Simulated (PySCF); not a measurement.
# C3H8BFO: the cost of one run

Programs: PySCF 2.14.0, with density-fitted response routines of our own. Each step states its level of theory. These are calculated values for one molecule in the gas phase, unless marked as measured. Atoms are numbered from 0 throughout.

## (1) The molecule as given

14 atoms, charge 0, multiplicity 1; geometry from: PBE0-D3(BJ)/def2-SVP.

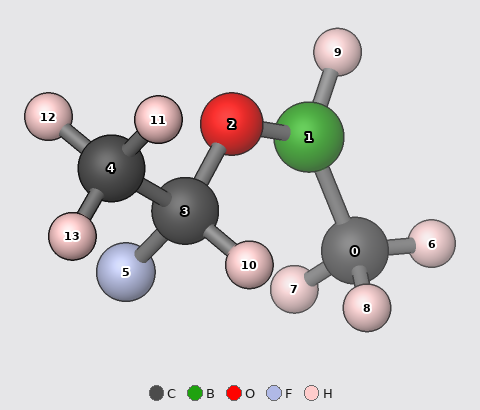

The starting geometry (carbon dark grey, boron green, oxygen red, fluorine light blue, hydrogen pink), atoms numbered; sticks join atoms by distance.

## (2) NMR shieldings: PBE0/6-31G*

Job settings and geometry (Å):

```
{"job": {"kind": "nmr", "xc": "PBE0", "basis": "6-31G*", "pop": true}, "charge": 0, "multiplicity": 1}
C      2.139903    -0.396181     0.187761
B      1.306113     0.851500    -0.265704
O     -0.057022     0.875760    -0.305114
C     -0.843343    -0.216875     0.037620
C     -2.292319     0.177563     0.008109
F     -0.622803    -1.221211    -0.870450
H      3.179618    -0.139548     0.432621
H      2.160921    -1.113639    -0.651933
H      1.696192    -0.941273     1.036510
H      1.817804     1.885758    -0.635373
H     -0.540272    -0.611497     1.024881
H     -2.478946     0.978848     0.736071
H     -2.547091     0.544653    -0.995927
H     -2.926718    -0.685321     0.251415
```

Method: GIAO PBE0/6-31G* NMR shielding, non-relativistic, gas phase.

Run with:

```sh
$ OMP_NUM_THREADS=1 python probes_run.py task.json out
```

One launch serves the whole session: the jobs run in the order shown.

**Question.** How long does this first job take on 1 thread of Arm Neoverse V1, shared host, and how much memory does it need?

About 8.6 s, with a peak of 0.58 GiB.
